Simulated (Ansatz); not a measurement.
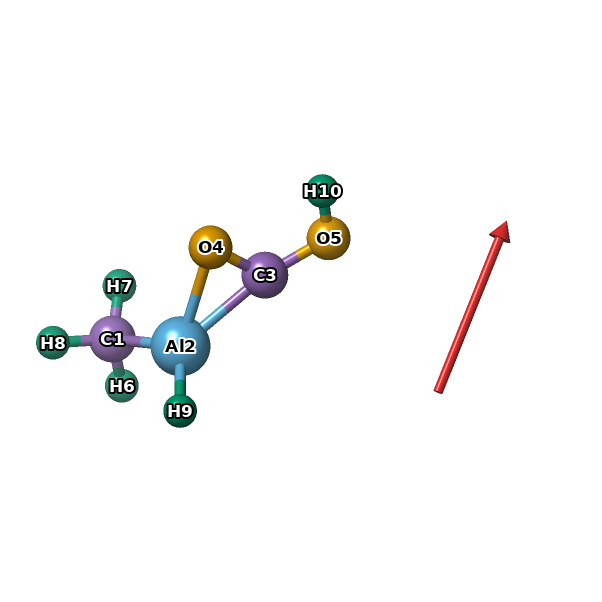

The arrow beside the molecule shows the direction of the dipole moment, from the negative to the positive end (its length means nothing). The computed structure is the end point of a PBE-D4/def2-SVP optimisation. No frequency run is at hand to confirm it as a minimum. Method: RKS PBE-D4/def2-SVP (Ansatz 0.2.0).

How large is the dipole moment?

Answer. 1.58 D; it points from the side of H9 to the side of H10 (the outermost atoms at the two ends).
